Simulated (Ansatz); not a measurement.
# Computed generalised stacking-fault energy along a line: SnTe (rock salt)

SnTe (rock salt) is sheared across one {110} plane: the third cell vector gains the shift, so faults repeat every 6.8 Å. The cut lies between planes 2.25 Å apart; the cell height is held.

```
CELL_PARAMETERS angstrom
      4.50403     0.00000     0.00000
      0.00000     6.36965     0.00000
      2.25201     3.18483     6.75604
ATOMIC_POSITIONS crystal
  Te 0.00000 0.00000 0.83333
  Te 0.33333 0.33333 0.16667
  Te 0.66667 0.66667 0.50000
  Sn 0.00000 0.50000 0.83333
  Sn 0.33333 0.83333 0.16667
  Sn 0.66667 0.16667 0.50000
```

In-plane vectors a = (4.504, 0.000) Å, b = (0.000, 6.370) Å, area 28.69 Å². The shift is s times the vector a (length 4.504 Å), so s = 1 restores the start. The shift is rigid: no atom relaxes. γ = [E(shift) − E(0)] / area.

All values below come from r2SCAN (plane waves to 500 eV, PAW, scalar-relativistic; Ansatz, an electronic-structure program). k mesh 9×9×9 (Γ-centred), Fermi-Dirac smearing 0.05 eV. E is the zero-smearing estimate. As the smearing reaches across the gap at some points, the k mesh leaves noise in γ, roughly 0.02 J/m² as judged from a few cases. Faults lie only 6.8 Å apart, and holding the cell height and the atoms raises γ above its relaxed value. SnTe was relaxed with its symmetry unable to fall. Spin-orbit coupling is left out, though Te is heavy. The zero of γ is zero shift.

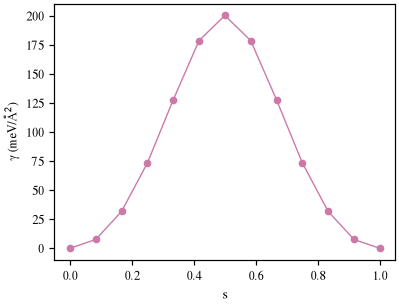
Figure: γ (meV/Å²) against s; computed points joined by lines (the last repeats the first, one period on).

The highest computed γ on the line is 3.21 J/m². The steepest slope dγ/d(shift) before the first maximum (spline) is 24 GPa. Local minima between the ends: no computed point is one. Position of the highest point: s = 0.500.

A slope of 1 mJ/m² per Å is 0.01 GPa.

(The slope of γ gives the shear force per area between the displaced halves; near zero shift its curvature is an elastic stiffness.)
